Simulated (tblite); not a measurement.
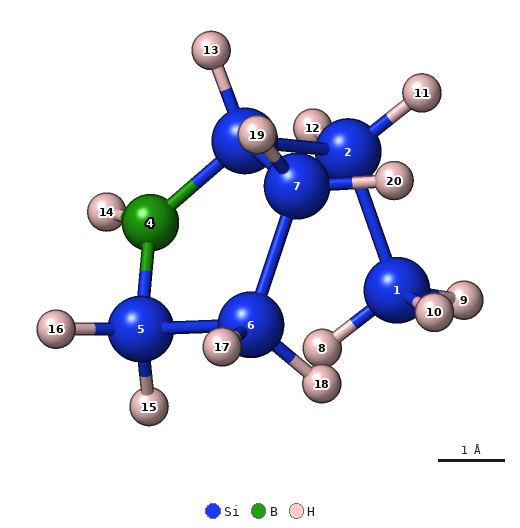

The starting structure (ball-and-stick view, seen at a tilt; atoms are numbered from 1 in the order of the input).

## Geometry relaxation of BSi6H13

The run: geometry relaxation of BSi6H13. Method and program: GFN2-xTB geometry optimisation, gas phase (tblite 0.8.0).

It belongs to a series of runs on one base structure; here: C replaced by Si.

### The program's output
```
step      E/eV     max force
  0    -492.41529    2.236
  1    -492.61834    1.037
  2    -492.71383    0.618
  3    -492.77258    0.551
  4    -492.85170    0.529
  5    -492.90559    0.507
  6    -492.94436    0.352
  7    -492.97658    0.391
  8    -493.00261    0.364
  9    -493.02078    0.326
 10    -493.03341    0.289
 11    -493.04007    0.175
 12    -493.04339    0.121
 13    -493.04522    0.093
 14    -493.04663    0.106
 15    -493.04840    0.119
 16    -493.05061    0.164
 17    -493.05293    0.150
 18    -493.05464    0.089
 19    -493.05562    0.065
 20    -493.05631    0.061
 21    -493.05696    0.054
 22    -493.05751    0.061
 23    -493.05803    0.071
 24    -493.05861    0.067
 25    -493.05926    0.062
 26    -493.05986    0.062
 27    -493.06032    0.044
 28    -493.06069    0.057
 29    -493.06109    0.058
 30    -493.06160    0.069
 31    -493.06223    0.090
 32    -493.06302    0.117
 33    -493.06409    0.134
 34    -493.06534    0.117
 35    -493.06652    0.076
 36    -493.06752    0.069
 37    -493.06849    0.087
 38    -493.06972    0.112
 39    -493.07148    0.127
 40    -493.07381    0.181
 41    -493.07643    0.194
 42    -493.07907    0.150
 43    -493.08162    0.122
 44    -493.08392    0.142
 45    -493.08497    0.323
 46    -493.08789    0.231
 47    -493.09080    0.148
 48    -493.09628    0.098
 49    -493.09973    0.105
 50    -493.10263    0.155
 51    -493.10514    0.176
 52    -493.10834    0.183
 53    -493.11231    0.169
 54    -493.11542    0.227
 55    -493.11648    0.197
 56    -493.11959    0.078
 57    -493.12036    0.054
 58    -493.12133    0.053
 59    -493.12209    0.081
 60    -493.12312    0.088
 61    -493.12402    0.064
 62    -493.12489    0.061
 63    -493.12566    0.062
 64    -493.12627    0.055
 65    -493.12668    0.038
 66    -493.12701    0.040
 67    -493.12741    0.053
 68    -493.12807    0.080
 69    -493.12885    0.083
 70    -493.12946    0.061
 71    -493.12978    0.031
 72    -493.12996    0.029
 73    -493.13013    0.033
 74    -493.13042    0.033
 75    -493.13092    0.050
 76    -493.13163    0.062
 77    -493.13230    0.057
 78    -493.13273    0.040
 79    -493.13300    0.044
 80    -493.13330    0.043
 81    -493.13377    0.049
 82    -493.13438    0.065
 83    -493.13498    0.078
 84    -493.13540    0.053
 85    -493.13568    0.046
 86    -493.13595    0.039
 87    -493.13625    0.062
 88    -493.13659    0.079
 89    -493.13699    0.077
 90    -493.13741    0.054
 91    -493.13773    0.034
 92    -493.13791    0.034
 93    -493.13803    0.030
 94    -493.13815    0.033
 95    -493.13835    0.049
 96    -493.13864    0.061
 97    -493.13895    0.055
 98    -493.13917    0.031
 99    -493.13929    0.025
100    -493.13939    0.030
101    -493.13953    0.044
102    -493.13974    0.055
103    -493.14000    0.047
104    -493.14019    0.025
105    -493.14029    0.019
106    -493.14036    0.021
107    -493.14048    0.027
108    -493.14071    0.034
109    -493.14106    0.040
110    -493.14141    0.037
111    -493.14164    0.032
112    -493.14180    0.034
113    -493.14197    0.038
114    -493.14223    0.043
115    -493.14257    0.049
116    -493.14286    0.046
117    -493.14308    0.057
118    -493.14328    0.057
119    -493.14352    0.043
120    -493.14376    0.040
121    -493.14394    0.034
122    -493.14408    0.051
123    -493.14423    0.057
124    -493.14445    0.053
125    -493.14472    0.036
126    -493.14495    0.035
127    -493.14508    0.020
128    -493.14514    0.022
129    -493.14521    0.020
130    -493.14532    0.025
131    -493.14548    0.031
132    -493.14572    0.052
133    -493.14605    0.066
134    -493.14642    0.064
135    -493.14673    0.056
136    -493.14696    0.048
137    -493.14715    0.034
138    -493.14736    0.031
139    -493.14755    0.048
140    -493.14777    0.046
141    -493.14801    0.038
142    -493.14819    0.038
143    -493.14843    0.038
144    -493.14877    0.046
145    -493.14906    0.041
146    -493.14928    0.028
147    -493.14948    0.035
148    -493.14974    0.047
149    -493.15008    0.051
150    -493.15042    0.047
151    -493.15067    0.031
152    -493.15081    0.020
153    -493.15091    0.026
154    -493.15101    0.026
155    -493.15113    0.024
156    -493.15124    0.023
157    -493.15131    0.019
158    -493.15139    0.019
159    -493.15144    0.015
160    -493.15147    0.011
161    -493.15150    0.015
162    -493.15153    0.020
163    -493.15157    0.020
164    -493.15161    0.017
165    -493.15165    0.016
166    -493.15168    0.011
167    -493.15170    0.012
168    -493.15172    0.011
169    -493.15173    0.007
```

### Trajectory as extended XYZ (Å, eV, eV/Å), 5 of the 170 frames kept, from step=0 to step=169
```
20
Properties=species:S:1:pos:R:3:forces:R:3 step=0 energy=-492.41529
Si    2.1934   -1.4157   -0.1812    0.0930  -0.9210   0.1450
Si    2.2989    0.8124    0.0056    1.6090   0.2280   0.2260
Si    0.2382    1.6142    0.0946   -0.9760   1.6970  -1.0800
B    -0.7023    1.0841   -1.5341    0.3030   0.1960  -0.3310
Si   -2.0379   -0.3296   -1.3743   -0.0810   0.4240  -1.4460
Si   -2.0116   -0.9747    0.7510   -0.7170  -1.4770   0.9040
Si   -0.8727    0.6514    1.7648   -0.1190   0.2600   2.0620
H     1.4151   -1.7442   -1.3791    0.0130  -0.1650   0.0300
H     3.5450   -1.9765   -0.2823   -0.1800  -0.1910  -0.0100
H     1.5014   -1.9646    1.0062    0.1710  -0.0600  -0.2960
H     3.0120    1.1552    1.2520    0.0920   0.1140  -0.2270
H     3.0045    1.3668   -1.1444    0.2460   0.1710   0.0070
H     0.2244    3.0806    0.2590    0.1230   0.0970  -0.0010
H    -0.3877    1.5117   -2.5808   -0.0600   0.0790  -0.0110
H    -1.6802   -1.4524   -2.2442   -0.1920  -0.1270  -0.2330
H    -3.3615    0.2057   -1.7296   -0.0760  -0.1690  -0.1550
H    -3.3645   -1.1007    1.3021    0.0560  -0.2690   0.0630
H    -1.2592   -2.2396    0.8673   -0.2790   0.0070   0.1210
H    -1.8168    1.6146    2.3612    0.2000  -0.1330   0.1900
H     0.0563    0.1118    2.7832   -0.2270   0.2390   0.0440
20
Properties=species:S:1:pos:R:3:forces:R:3 step=42 energy=-493.07907
Si    2.3036   -1.5292   -0.1946    0.0000  -0.0570  -0.0160
Si    2.3253    0.7692   -0.0143    0.0790  -0.0340   0.0110
Si    0.1946    1.7467    0.0427   -0.0720   0.0000   0.1320
B    -0.7726    1.2337   -1.5700   -0.0940   0.0670  -0.0130
Si   -1.9564   -0.3483   -1.4690   -0.0290  -0.0390  -0.0460
Si   -2.0765   -0.9865    0.7757   -0.0480  -0.0400   0.0150
Si   -0.9694    0.7492    1.8550    0.0450   0.0460   0.0430
H     1.5089   -1.9126   -1.3699   -0.0060  -0.0120   0.0420
H     3.6111   -2.1707   -0.3605   -0.0140   0.0250   0.0080
H     1.6843   -2.1599    0.9772    0.0060   0.0400  -0.0570
H     3.0846    1.1907    1.1725    0.0000   0.0040   0.0080
H     3.0899    1.3684   -1.1204    0.0310  -0.0200  -0.0110
H     0.4268    3.1949    0.2492   -0.0120   0.0130  -0.0220
H    -0.7773    1.9158   -2.5288    0.0000  -0.0320   0.0330
H    -1.5872   -1.5051   -2.3014    0.0450   0.0000  -0.0350
H    -3.3216   -0.0295   -1.9496    0.0470  -0.0250  -0.0080
H    -3.4528   -1.2049    1.2349   -0.0200   0.0100   0.0410
H    -1.4185   -2.2626    1.0977   -0.0120   0.0230  -0.0640
H    -1.8711    1.6617    2.5786    0.0730  -0.0260  -0.0480
H    -0.0309    0.2897    2.8921   -0.0190   0.0570  -0.0130
20
Properties=species:S:1:pos:R:3:forces:R:3 step=84 energy=-493.13540
Si    2.3149   -1.5960   -0.2368   -0.0030  -0.0010  -0.0010
Si    2.3549    0.7055   -0.0813   -0.0090  -0.0210   0.0010
Si    0.2570    1.7456    0.0088   -0.0070   0.0000   0.0110
B    -0.9986    1.3901   -1.4396   -0.0060   0.0460  -0.0210
Si   -1.8545   -0.3754   -1.5099   -0.0120   0.0350   0.0260
Si   -2.1441   -0.9213    0.7657    0.0050  -0.0070  -0.0320
Si   -0.9406    0.7772    1.8210   -0.0100  -0.0120  -0.0020
H     1.4899   -2.0530   -1.3584    0.0020   0.0150   0.0020
H     3.6252   -2.2253   -0.4163   -0.0010  -0.0040   0.0130
H     1.7314   -2.1793    0.9756    0.0000  -0.0030  -0.0060
H     3.1178    1.0926    1.1176    0.0080   0.0100  -0.0070
H     3.1534    1.2772   -1.1793   -0.0010  -0.0050  -0.0030
H     0.5302    3.1781    0.2851   -0.0060  -0.0040  -0.0010
H    -1.4315    2.2821   -2.0755    0.0010  -0.0500   0.0160
H    -1.0410   -1.4571   -2.0960    0.0050  -0.0070  -0.0130
H    -3.1195   -0.4771   -2.2641    0.0010  -0.0220  -0.0080
H    -3.5355   -1.0217    1.2322    0.0120   0.0190  -0.0210
H    -1.6095   -2.2564    1.0654    0.0090   0.0110   0.0200
H    -1.8422    1.7494    2.4554   -0.0020   0.0080   0.0230
H    -0.0629    0.3754    2.9274    0.0150  -0.0070   0.0030
20
Properties=species:S:1:pos:R:3:forces:R:3 step=127 energy=-493.14508
Si    2.2438   -1.5749   -0.1964    0.0140   0.0030   0.0020
Si    2.3094    0.7305   -0.1463   -0.0040   0.0110   0.0070
Si    0.2182    1.7832    0.0282    0.0170  -0.0050   0.0100
B    -1.0222    1.4230   -1.4311    0.0010   0.0050  -0.0070
Si   -1.7840   -0.3820   -1.5199    0.0100  -0.0110   0.0050
Si   -2.1456   -0.9055    0.7493   -0.0130  -0.0090  -0.0060
Si   -0.8845    0.7233    1.8484    0.0020  -0.0020  -0.0070
H     1.5541   -2.0683   -1.3901    0.0140  -0.0040   0.0000
H     3.5546   -2.2283   -0.1825   -0.0020  -0.0060   0.0030
H     1.5069   -2.0968    0.9602   -0.0030   0.0060  -0.0070
H     3.1442    1.1703    0.9840    0.0120   0.0060  -0.0020
H     3.0436    1.2479   -1.3143   -0.0020  -0.0100  -0.0020
H     0.4910    3.2080    0.3365   -0.0070   0.0030  -0.0020
H    -1.4744    2.2935   -2.0784   -0.0050   0.0050   0.0070
H    -0.8673   -1.4173   -2.0401   -0.0120   0.0050   0.0060
H    -2.9897   -0.5917   -2.3436   -0.0190   0.0000   0.0010
H    -3.5594   -0.8888    1.1557    0.0080   0.0030  -0.0050
H    -1.7222   -2.2677    1.0969   -0.0040   0.0000   0.0000
H    -1.7114    1.6337    2.6536    0.0060   0.0040  -0.0040
H     0.0899    0.2186    2.8271   -0.0130  -0.0040   0.0010
20
Properties=species:S:1:pos:R:3:forces:R:3 step=169 energy=-493.15173
Si    2.3015   -1.5557   -0.1431    0.0000  -0.0030   0.0020
Si    2.3239    0.7498   -0.2337    0.0030   0.0020   0.0020
Si    0.2247    1.7590    0.0459    0.0040   0.0040   0.0040
B    -1.0578    1.4414   -1.3892   -0.0020  -0.0010  -0.0070
Si   -1.7951   -0.3676   -1.5259    0.0010  -0.0020   0.0010
Si   -2.2173   -0.8845    0.7350   -0.0020  -0.0030   0.0020
Si   -0.8524    0.6464    1.8502   -0.0020   0.0020   0.0050
H     1.9071   -2.1511   -1.4209    0.0000   0.0030  -0.0060
H     3.5804   -2.1729    0.2142    0.0050  -0.0010   0.0010
H     1.3248   -2.0208    0.8502   -0.0040   0.0020  -0.0030
H     3.2571    1.2851    0.7718   -0.0040  -0.0060   0.0000
H     2.9317    1.1916   -1.5015   -0.0010   0.0010  -0.0040
H     0.4819    3.1763    0.4004   -0.0010   0.0000   0.0000
H    -1.5595    2.3340   -1.9668    0.0020   0.0010   0.0010
H    -0.8496   -1.3989   -2.0018   -0.0020   0.0010   0.0010
H    -2.9773   -0.5926   -2.3799    0.0020  -0.0020   0.0010
H    -3.6313   -0.7509    1.1180    0.0040   0.0020  -0.0010
H    -1.9181   -2.2801    1.0776   -0.0010  -0.0020   0.0020
H    -1.6068    1.5536    2.7267    0.0010  -0.0020   0.0000
H     0.1270    0.0486    2.7697   -0.0040   0.0050   0.0020
```

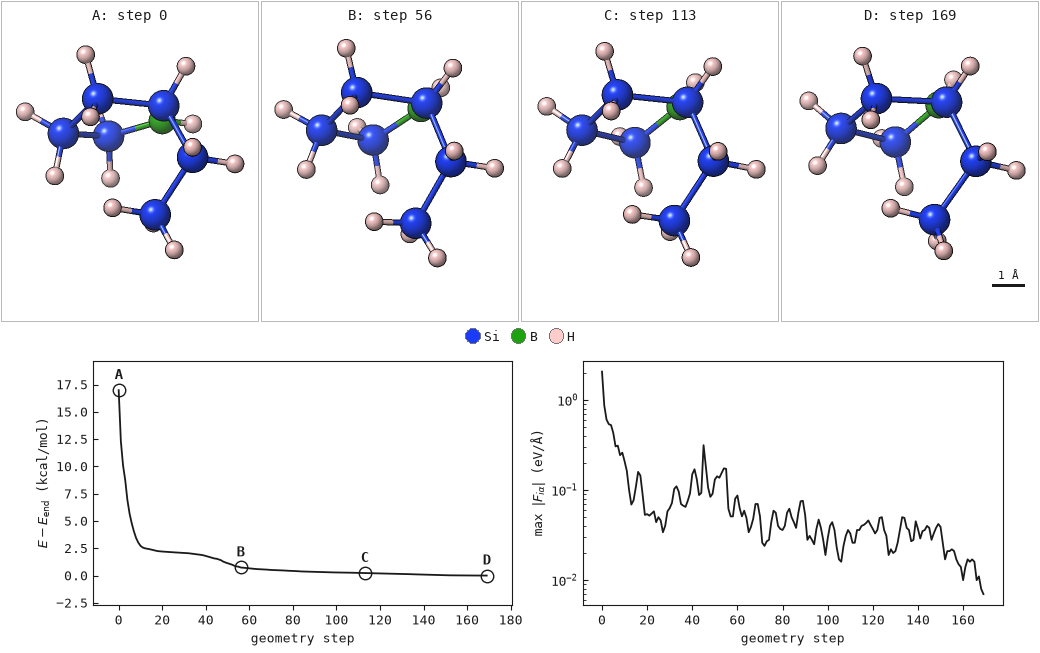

Frames of the relaxation (ball-and-stick view, seen at a tilt) above the curves, on which the letters mark them (steps are counted from 0).

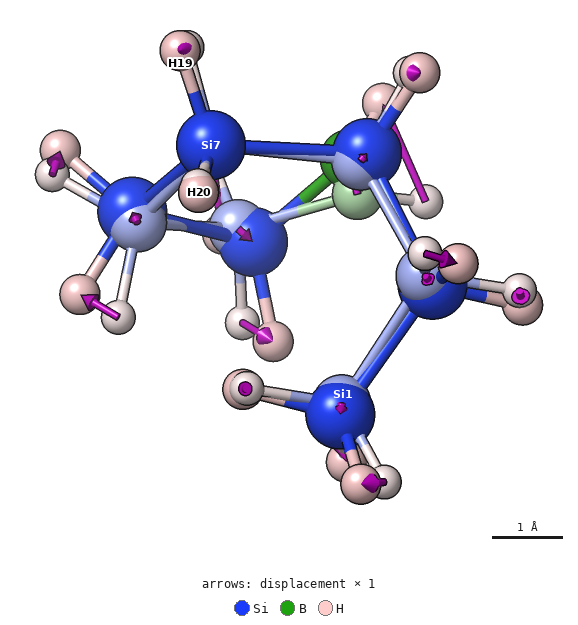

Start (faint) and end (solid) with the displacements as pink arrows, at true length (ball-and-stick view, seen at a tilt). The two geometries are laid on each other by the best rigid fit. After 169 geometry steps the energy has fallen by 17.0 kcal/mol. Largest force component: 2.1 eV/Å at the start, 0.007 eV/Å at the end. The largest move after the best rigid fit is that of H14, 1.56 Å. By element the largest moves are H 1.56 Å, B 0.53 Å, Si 0.29 Å. Among the contacts that change: Si3–Si7 2.225 → 2.378 Å, Si5–Si6 2.221 → 2.357 Å, Si2–Si3 2.213 → 2.346 Å, Si6–Si7 2.229 → 2.335 Å. Among the angles that change: B4–Si5–H16 109.4° → 118.9°, H17–Si6–H18 111.5° → 102.8°, H15–Si5–H16 110.8° → 102.7°. (Atoms are counted from 1 in the order of the input.)

The run was set up as follows.

### The input
```
{"job": {"kind": "relax", "xc": "GFN2-xTB", "basis": "xTB"}, "charge": 0, "multiplicity": 1}
Si     2.193400    -1.415700    -0.181200
Si     2.298900     0.812400     0.005600
Si     0.238200     1.614200     0.094600
B     -0.702300     1.084100    -1.534100
Si    -2.037900    -0.329600    -1.374300
Si    -2.011600    -0.974700     0.751000
Si    -0.872700     0.651400     1.764800
H      1.415100    -1.744200    -1.379100
H      3.545000    -1.976500    -0.282300
H      1.501400    -1.964600     1.006200
H      3.012000     1.155200     1.252000
H      3.004500     1.366800    -1.144400
H      0.224400     3.080600     0.259000
H     -0.387700     1.511700    -2.580800
H     -1.680200    -1.452400    -2.244200
H     -3.361500     0.205700    -1.729600
H     -3.364500    -1.100700     1.302100
H     -1.259200    -2.239600     0.867300
H     -1.816800     1.614600     2.361200
H      0.056300     0.111800     2.783200
```

The first line tells a small driver script what to run in tblite; the rest is the geometry in Å.

Launch command:
```bash
OMP_NUM_THREADS=1 python <driver script> task.json out
```

### Summary

```csv
quantity,value
outcome,converged
total energy,−493.1517 eV
hardware,"1 CPU thread, shared host"
wall time,9.1 s
peak memory,0.18 GiB
```
